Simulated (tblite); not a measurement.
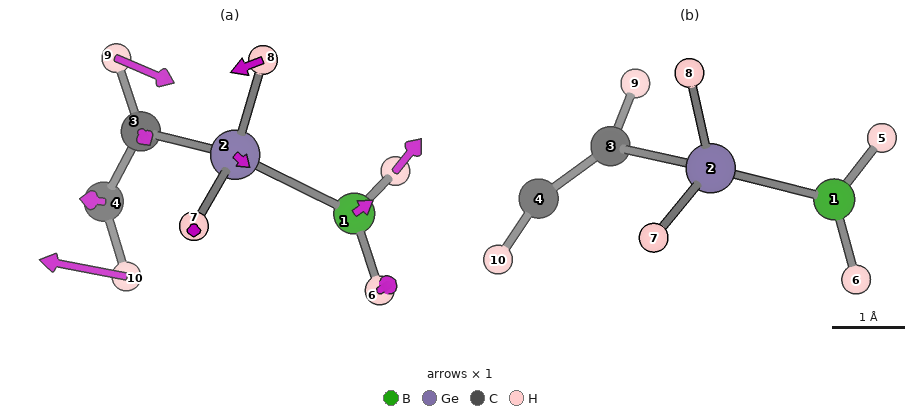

The structure of C2H6BGe (multiplicity 2) before (left) and after (right) a relaxation, at one scale. The purple arrows give the displacements, at their true length.

Style: ball-and-stick. Shown from a free direction.

Computed with GFN2-xTB geometry optimisation, gas phase (tblite 0.8.0). 

> Describe what moved and what it gained.

The largest move after the best rigid fit is that of H10, 1.34 Å. By element the largest moves are H 1.34 Å, C 0.48 Å, B 0.35 Å, Ge 0.29 Å. Among the contacts that change: Ge2–C3 1.910 → 2.176 Å, C3–C4 1.322 → 1.246 Å, B1–Ge2 2.032 → 1.957 Å, C4–H10 1.098 → 1.059 Å. Among the angles between lasting bonds that change: C3–C4–H10 121.0° → 149.6°, C3–Ge2–H8 110.5° → 95.2°, B1–Ge2–H7 109.0° → 124.0°. Groups turn about Ge2–C3 by about 55°, B1–Ge2 by about 25°. The energy falls by 55.8 kJ/mol in 129 geometry steps. The run took 0.42 s on 1 thread of Arm Neoverse V2, on a shared host.
